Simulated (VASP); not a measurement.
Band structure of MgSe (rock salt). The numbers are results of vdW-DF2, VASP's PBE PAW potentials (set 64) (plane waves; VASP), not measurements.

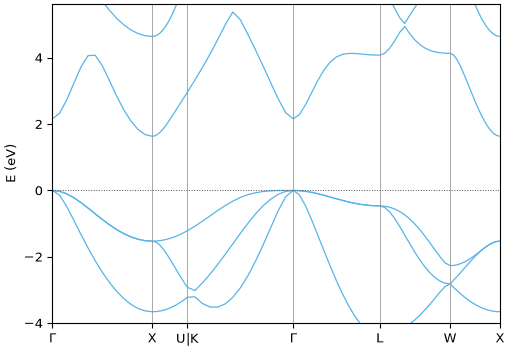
Fig. 1. Bands along high-symmetry lines, zero at the valence-band maximum or, without a gap, the Fermi level

Read the plot: is there a gap, and where are the band edges?

The gap is indirect, 1.63 eV, from the valence maximum at Γ to the conduction minimum at X. (Edges off the drawn lines would not show.)

The compound is MgSe in the rock salt structure. It was relaxed first, which changed the volume by +8 %.
